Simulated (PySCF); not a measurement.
# One shape, several levels: C7H8 (cycloheptatriene)

We compute a comparison of 4 runs (B3LYP/6-31G*, M06-L/6-31G*, SVWN5/6-31G*, CCSD(T)/6-31G*) of C7H8 (cycloheptatriene). The job is set up through a Python script.

The results are computed with PySCF 2.14.0.

## Step 1: The system as given

The species is C7H8 (15 atoms), meant as a singlet with charge 0. SMILES: `C1=CC=CCC=C1`. Geometry: relaxed at PBE0-D4/def2-TZVP.

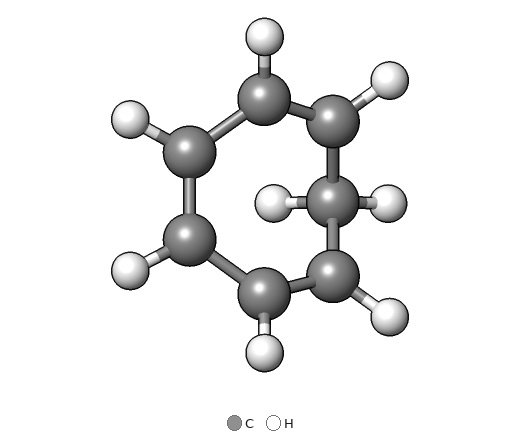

Viewed from a chosen angle; carbon grey, hydrogen white.

## Step 2: The energy at B3LYP/6-31G(d) (spherical functions) (run 1)

File input.py:

```python
from pyscf import gto, dft

mol = gto.M(
    atom='''
C     -0.835120    -0.078770     1.392580
C      0.472550    -0.428390     1.495360
C      1.333660    -0.768530     0.397280
C      1.245670    -0.249970    -0.838600
C      0.327950     0.892080    -1.137990
C     -1.067850     0.368570    -1.020440
C     -1.580730     0.010660     0.168220
H     -1.400940     0.004360     2.316380
H      0.863310    -0.601020     2.494350
H      2.093760    -1.520590     0.591580
H      1.859820    -0.655060    -1.636960
H      0.516290     1.305270    -2.128780
H      0.482450     1.687460    -0.398080
H     -1.678030     0.290820    -1.915020
H     -2.632790    -0.256880     0.220090
''',
    charge=0,
    basis='6-31g*',
    verbose=3,
    max_memory=1860,
)

mf = dft.RKS(mol)
mf.xc = 'b3lyp'
mf.conv_tol = 1e-10
mf.grids.level = 5
mf.kernel()
if not mf.converged:
    mf = mf.newton().run(mf.mo_coeff, mf.mo_occ)

etot = mf.e_tot
print('E(%s) = %.9f' % ('B3LYP', etot))
```

Launch:

```sh
OMP_NUM_THREADS=1 python input.py
```

Log:

```text
converged SCF energy = -271.503191233433
E(B3LYP) = -271.503191233
```

It took 38 s on 1 thread of Intel Xeon at 2.70GHz, shared host; peak memory 0.63 GiB.

## Step 3: The energy at M06-L/6-31G(d) (spherical functions) (run 2)

File job.py:

```python
from pyscf import gto, dft

molecule = gto.M(
    atom='''
C     -1.578148    -0.148854     2.631595
C      0.892990    -0.809540     2.825821
C      2.520252    -1.452311     0.750750
C      2.353975    -0.472375    -1.584724
C      0.619736     1.685787    -2.150489
C     -2.017944     0.696496    -1.928352
C     -2.987147     0.020144     0.317890
H     -2.647393     0.008239     4.377324
H      1.631419    -1.135763     4.713638
H      3.956633    -2.873499     1.117924
H      3.514550    -1.237884    -3.093406
H      0.975647     2.466603    -4.022811
H      0.911698     3.188837    -0.752262
H     -3.171017     0.549570    -3.618863
H     -4.975252    -0.485433     0.415910
''',
    max_memory=1860,
    verbose=4,
    basis='6-31g*',
    spin=0,
    unit='bohr',
)

ks = dft.RKS(molecule)
ks.xc = 'm06-l'
ks.conv_tol = 1e-10
ks.grids.level = 5
ks.kernel()
if not ks.converged:
    ks = ks.newton().run(ks.mo_coeff, ks.mo_occ)

e_tot = ks.e_tot
print('E = %.10f Eh' % e_tot)
```

Launch:

```sh
OMP_NUM_THREADS=1 python job.py
```

Log:

```text
PySCF version 2.14.0

[... 85 lines left out ...]
converged SCF energy = -271.460730381133
E = -271.4607303811 Eh
```

Wall time 75 s (1 thread of Intel Xeon at 2.70GHz, shared host); peak memory 0.69 GiB.

Run 3 isn't shown in full; the table further down has it.

## Step 4: A single-point energy at CCSD(T)/6-31G(d) (spherical functions) (run 4)

File start.xyz:

```xyz
15
C7H8
C     -0.835120    -0.078770     1.392580
C      0.472550    -0.428390     1.495360
C      1.333660    -0.768530     0.397280
C      1.245670    -0.249970    -0.838600
C      0.327950     0.892080    -1.137990
C     -1.067850     0.368570    -1.020440
C     -1.580730     0.010660     0.168220
H     -1.400940     0.004360     2.316380
H      0.863310    -0.601020     2.494350
H      2.093760    -1.520590     0.591580
H      1.859820    -0.655060    -1.636960
H      0.516290     1.305270    -2.128780
H      0.482450     1.687460    -0.398080
H     -1.678030     0.290820    -1.915020
H     -2.632790    -0.256880     0.220090
```

File input.py:

```python
from pyscf import gto, cc

mol = gto.Mole()
mol.atom = 'start.xyz'
mol.basis = '6-31g*'
mol.verbose = 4
mol.max_memory = 1860
mol.build()

calc0 = mol.RHF()
calc0.conv_tol = 1e-10
calc0.kernel()
if not calc0.converged:
    calc0 = calc0.newton().run(calc0.mo_coeff, calc0.mo_occ)

mycc = cc.CCSD(calc0, frozen=7)
mycc.kernel()
e_t = mycc.ccsd_t()
e_final = mycc.e_tot + e_t
print('E = %.10f Eh' % e_final)
```

Launch:

```sh
OMP_NUM_THREADS=1 python input.py
```

Log:

```text
PySCF version 2.14.0

[... 71 lines left out ...]
converged SCF energy = -269.678677631013
[... 12 lines left out ...]
Init t2, MP2 energy = -270.559911604262  E_corr(MP2) -0.881233973248861
[... 12 lines left out ...]
CCSD converged
[... 2 lines left out ...]
E = -270.6535832385 Eh
```

Run time: 2.3 min. Hardware: 1 thread of Intel Xeon at 2.70GHz, shared host; peak memory 1.4 GiB.

## Step 5: Overview of the runs

| run | level | integration grid | frozen core orbitals | energy (Eh) | dipole moment (D) of the reference | HOMO energy (eV) | LUMO energy (eV) | wall time |
| --- | --- | --- | --- | --- | --- | --- | --- | --- |
| 1 | B3LYP/6-31G* (spherical functions) | 5 | – | -271.503191 | 0.30 | -5.84 | -0.66 | 38 s |
| 2 | M06-L/6-31G* (spherical functions) | 5 | – | -271.460730 | 0.33 | -5.27 | -1.32 | 75 s |
| 3 | SVWN5/6-31G* (spherical functions) | 5 | – | -268.962794 | 0.30 | -5.24 | -1.60 | 26 s |
| 4 | CCSD(T)/6-31G* (spherical functions) | – | 7 | -270.653583 | 0.36 | -8.09 | 3.26 | 2.3 min |

## Step 6: Outcome

```
                                          quantity          value
                               run 4: total energy  -270.65358 Eh
       run 4: dipole moment (Hartree–Fock density)         0.36 D
        run 4: HOMO energy (Hartree–Fock orbitals)       -8.09 eV
        run 4: LUMO energy (Hartree–Fock orbitals)        3.26 eV
      run 4: HOMO–LUMO gap (Hartree–Fock orbitals)       11.36 eV
run 4: correlation energy (7 core orbitals frozen)     -974.9 mEh
                             run 4: (T) correction     -39.19 mEh
                              run 4: T1 diagnostic          0.011
```

In words: Over runs 1, 2, 3 the dipole moment (its size) runs from 0.30 D (B3LYP/6-31G*) to 0.33 D (M06-L/6-31G*). Over runs 1, 2, 3 the HOMO–LUMO gap runs from 3.65 eV (SVWN5/6-31G*) to 5.19 eV (B3LYP/6-31G*). Totals of different functionals can't be ranked against each other. All runs together took 4.6 min, the longest 2.3 min.
